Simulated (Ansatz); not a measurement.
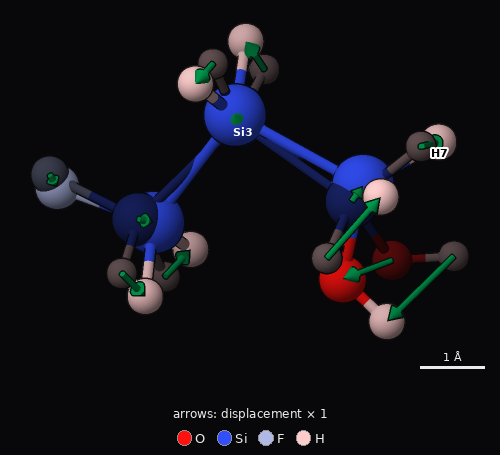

This is a relaxation of Si₃H₇OF (coarse preliminary run). The starting structure is drawn faded, the final one solid; green arrows show the displacements, at their true length. The two geometries are superimposed by the best rigid fit.

Style: ball-and-stick. Shown from a free direction.

The start comes from a force field.

The calculation used Ansatz 0.2.0, RKS PBE-D4/def2-SVP. Set-up: force threshold 0.03 eV/Å; at most 200 steps.

### Which element moves most?

Hydrogen: up to 1.58 Å, against 0.96 Å for oxygen.

### What happened in the run?

The atom that moves furthest after the best rigid fit is an H atom (1.58 Å). By element the largest moves are H 1.58 Å, O 0.96 Å, Si 0.32 Å, F 0.28 Å. Among the contacts that change: H–Si 1.435 → 1.511 Å, Si–Si 2.290 → 2.357 Å, H–Si 1.446 → 1.501 Å, F–Si 1.607 → 1.649 Å. Bond angles that change, for instance: O–Si–Si 111.9° → 100.1°, Si–O–H 110.5° → 116.3°, O–Si–H 106.7° → 111.8°. Groups turn about Si–Si by about 60°, O–Si by about 45°. The energy falls by 8.17 kcal/mol in 28 accepted moves (30 points after the start). The largest force component goes from 1.8 to 0.026 eV/Å. The line search rejected the trial steps at points 8, 23 of the run. The forces were under the threshold at step 18, but the run went on from there.
